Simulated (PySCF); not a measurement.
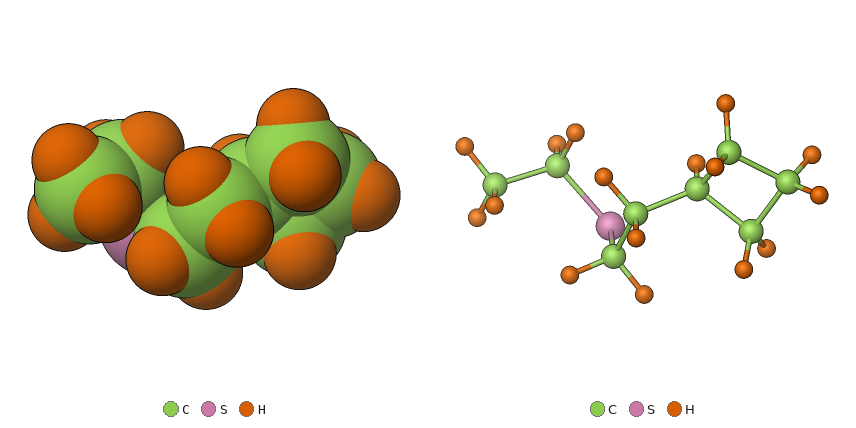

Two views of one molecule.

Description:

It has 25 atoms: 8 carbon, 16 hydrogen and 1 sulfur (C₈H₁₆S). SMILES: `CCSCCC1CCC1`. Independent rings (smallest set): 1 of 4 members. Among its groups: thioether. The point group is C1. Coordination, clear cases only: 4 C tetrahedral; 1 S bent.

The parts below concern this one geometry. Atoms keep their numbers from picture to picture. Computed geometry: PBE0-D3(BJ)/def2-SVP optimisation. No frequency run is at hand to confirm it as a minimum.

Geometry

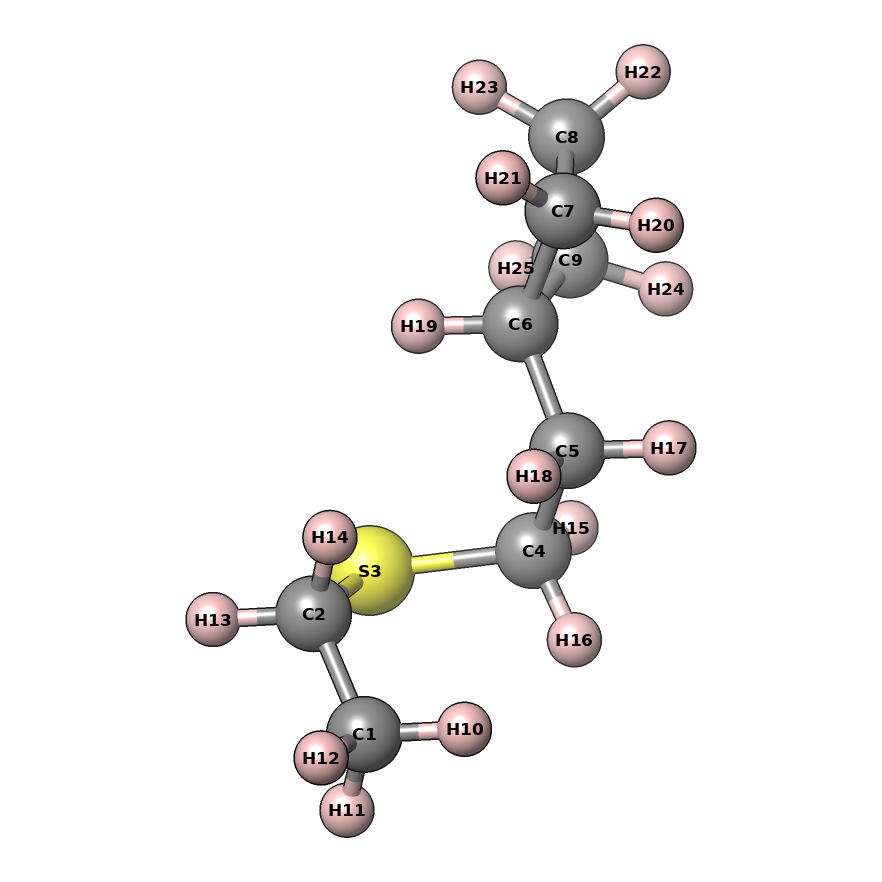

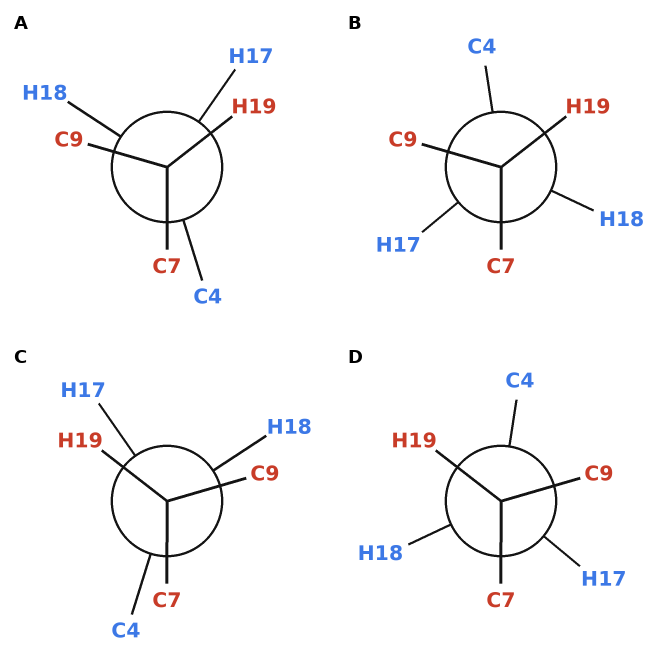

Distant atoms are faded towards the background colour. Bonds that would overlap in a projection are set slightly apart. No frequency run is at hand to confirm it as a minimum.

Question: Which Newman projection shows the view along C6–C5, with C6 in front?

Answer: D. The torsion angle C7–C6–C5–C4 is −171°, antiperiplanar (anti).

Electronic properties

No frequency run is at hand to confirm it as a minimum. Level of theory: PBE0/pcSseg-1 in tetrahydrofuran (IEF-PCM) (PySCF 2.14.0).

Computed properties:

- dipole moment: 2.27 D
- HOMO energy (Kohn–Sham orbital): −6.36 eV
- LUMO energy (Kohn–Sham orbital): 1.28 eV
- HOMO–LUMO gap: 7.64 eV

Quadrupole coupling

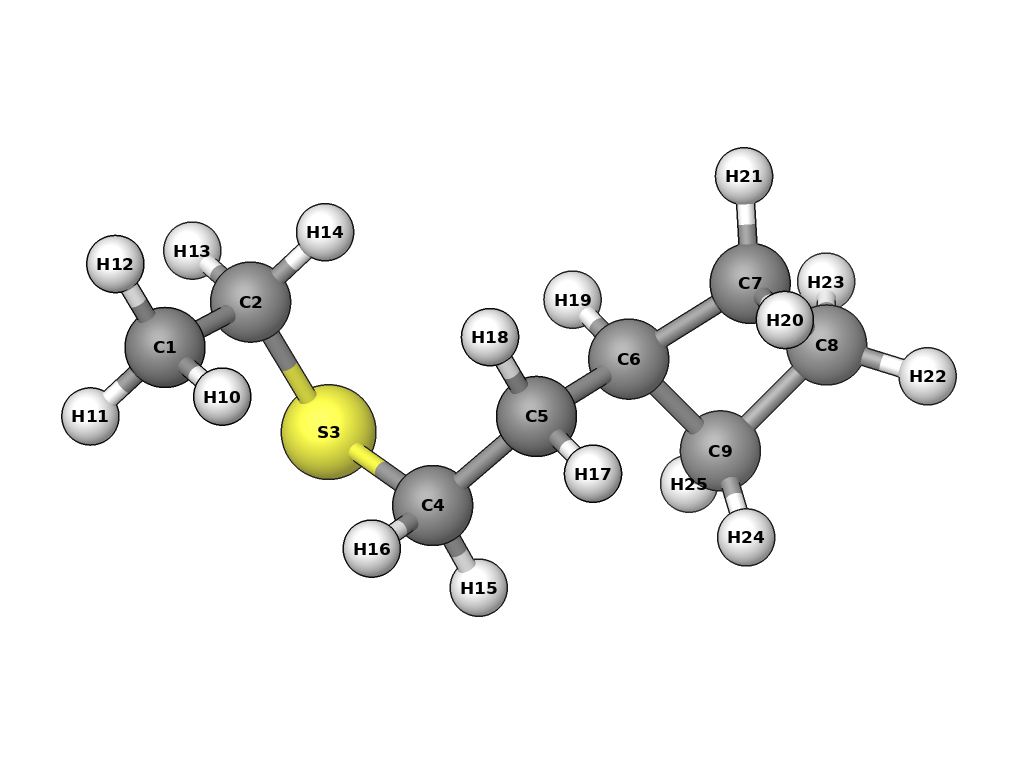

No frequency run is at hand to confirm it as a minimum. Electric field gradients from the ground-state density, PBE0/pcSseg-1 in dichloromethane (IEF-PCM) (PySCF 2.14.0), non-relativistic apart from any core potentials.

Give the largest field-gradient component, the quadrupole coupling constant and the asymmetry for 33S at S3 (Q = −67.81 mb).

```
atom  V_zz (a.u.)  e²qQ/h (MHz)     η
  S3       −2.878          45.9  0.63
```

Charges

The questions are on IAO charges. No frequency run is at hand to confirm it as a minimum. Properties computed with PBE0/pcSseg-1 in dichloromethane (IEF-PCM) (PySCF 2.14.0).

Question: Which atom carries the highest charge (most positive or least negative)?

Answer: H13, H15 (0.16 e).

Question: And the lowest?

Answer: C1 (−0.41 e).

Give the IAO charges atom by atom.

```csv
atom,value (e)
C1,−0.41
C2,−0.33
S3,0.03
C4,−0.34
C5,−0.25
C6,−0.10
C7,−0.26
C8,−0.26
C9,−0.27
H10,0.14
H11,0.14
H12,0.15
H13,0.16
H14,0.14
H15,0.16
H16,0.15
H17,0.13
H18,0.13
H19,0.13
H20,0.13
H21,0.13
H22,0.13
H23,0.13
H24,0.13
H25,0.13
```
